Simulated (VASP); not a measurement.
Band structure of BaF$_{2}$ (fluorite). Method: PBE GGA, VASP's PBE PAW potentials (set 64) (plane waves; VASP 6.6.1).

Unless said otherwise, spin-orbit coupling is left out, though it shifts the bands of the heavy elements here.

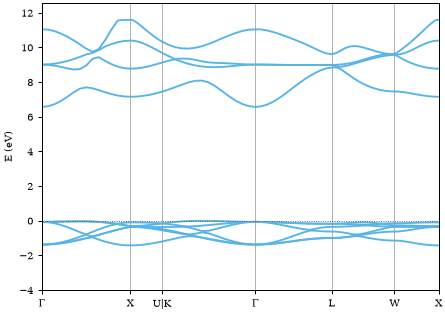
Fig. 1. Bands along high-symmetry lines, zero at the valence-band maximum or, without a gap, the Fermi level

Q: Read the plot: is there a gap, and where are the band edges?

A: The gap is indirect, 6.57 eV, from the valence maximum at K-Γ at 0.43 to the conduction minimum at Γ. (Edges off the drawn lines would not show.)

Measured: gap 10.50 eV (computed value off by -3.93 eV), as given by Andrés Aguado et al., Journal of the Physical Society of Japan (1999), arXiv:cond-mat/9901145.

The compound is BaF2 in the fluorite structure. It was relaxed first.
